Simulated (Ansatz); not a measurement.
C2H5Si (doublet)

Input

```
crystal:
  periodic: [false, false, false]
  atoms:
    - { symbol: C, position_ang: [-0.96451, 0.74782, -0.696] }
    - { symbol: C, position_ang: [0.18529, 0.55189, -0.02346] }
    - { symbol: Si, position_ang: [0.74944, -1.01769, 0.71996] }
    - { symbol: H, position_ang: [-1.66373, -0.05212, -0.87428] }
    - { symbol: H, position_ang: [-1.23759, 1.71248, -1.0897] }
    - { symbol: H, position_ang: [0.83583, 1.40928, 0.11753] }
    - { symbol: H, position_ang: [2.07793, -1.09623, 1.29369] }
    - { symbol: H, position_ang: [0.01735, -2.25543, 0.55227] }
magnetization:
  spin_polarized: true
  initial_magnetization: 1
basis:
  gaussian: { orbitals: def2-SVP }
hamiltonian:
  xc: pbe0
  dispersion: d4
relax:
  f_tol: 0.02
  max_steps: 50
output:
  orbitals: {}
```

Command:

```sh
ansatz run input.yaml --threads 2 --pin off --max-ram 3072MiB --backend cpu --events-out ev --progress --plain --runs-dir out
```

The fields are those of the relaxed geometry.

The calculation used Ansatz 0.2.0, UKS PBE0-D4/def2-SVP.

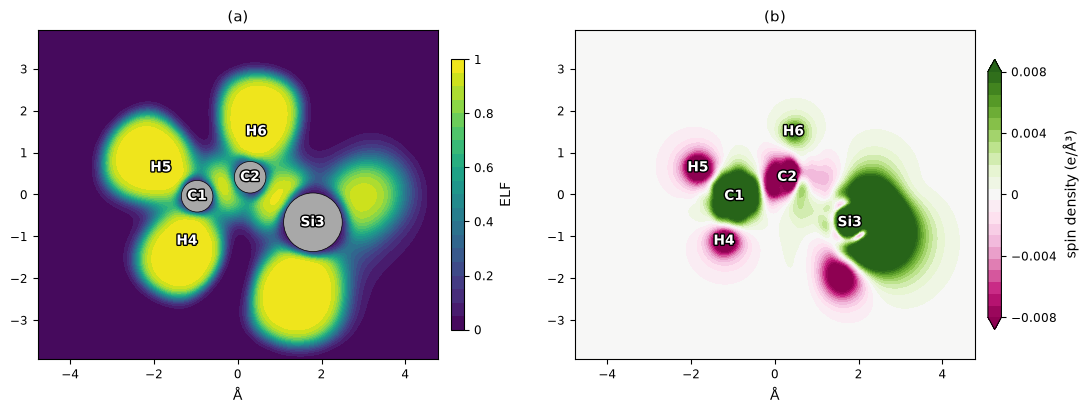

Figure 1. (a) electron localisation function; (b) spin density on the plane of atoms Si3, C2 and H6. Grey discs cover the atomic cores in the ELF map.

Q: Read the bonding off the picture.

A: The plane passes through C, Si and H nuclei.
C–C (1.35 Å): the ELF peaks at about 0.95 between the atoms, as expected for a covalent bond.
C–Si (1.85 Å): the ELF peaks at about 0.95 between the atoms: a covalent bond.
C–H (1.10 Å): the ELF climbs to about 1 towards the hydrogen, as it does in any bond to H (an ordinary covalent bond to hydrogen).
The unpaired spin (1 electron) lies mostly on Si3 (about 0.8) and C1 (about 0.2), in electrons by Hirshfeld's partition.

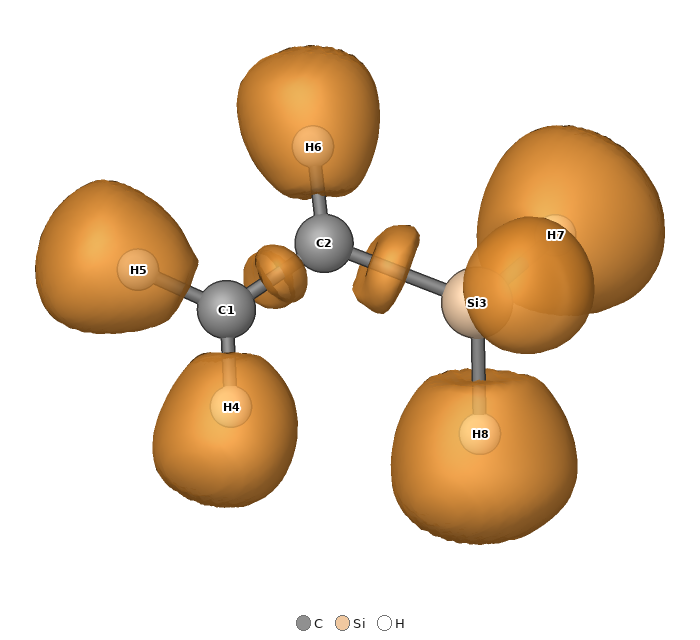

Figure 2. Isosurface of the electron localisation function at 0.85 (orange), seen at a tilt. Only the valence region is drawn (cores and ρ < 0.01 e/Å³ removed).

Q: What do the ELF domains correspond to?

A: The ELF exceeds this value in one region between bonded C–C atoms (shared pairs), one region between bonded C–Si atoms (shared pairs), five regions around hydrogen nuclei and one lobe on Si, pointing away from the bonds (non-bonding electrons).

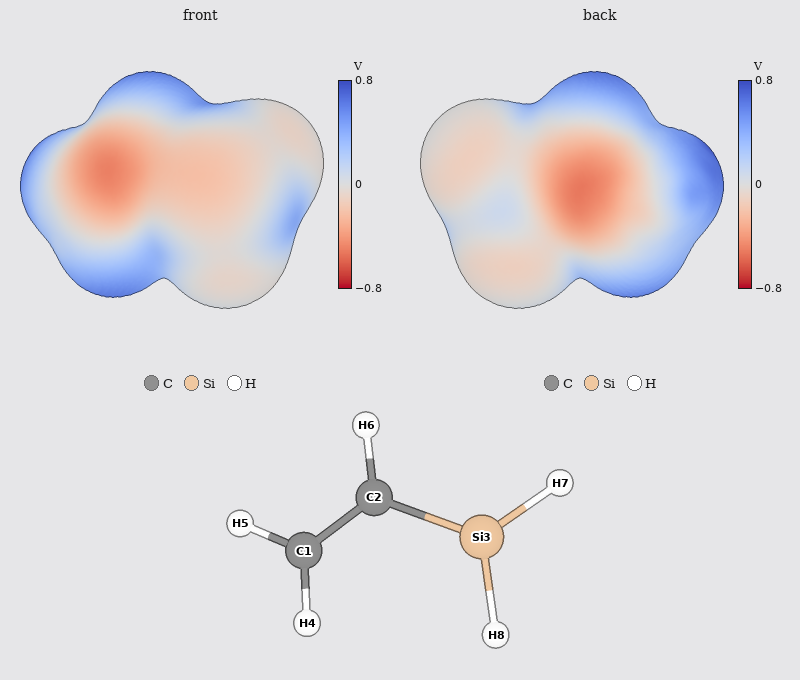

Figure 3. The electrostatic potential painted on the density surface at 0.001 e/bohr³, seen from the front and from behind; the colour scale runs from red (negative) to blue (positive). The bare structure is drawn below in the same view.

Q: Describe the electrostatic potential map.

A: The most negative region (about −0.5 V, or −12 kcal/mol for a unit charge) lies over the π face of C1 and C2, the most positive (about +0.6 V, or +14 kcal/mol for a unit charge) over H4, H5 and H6.
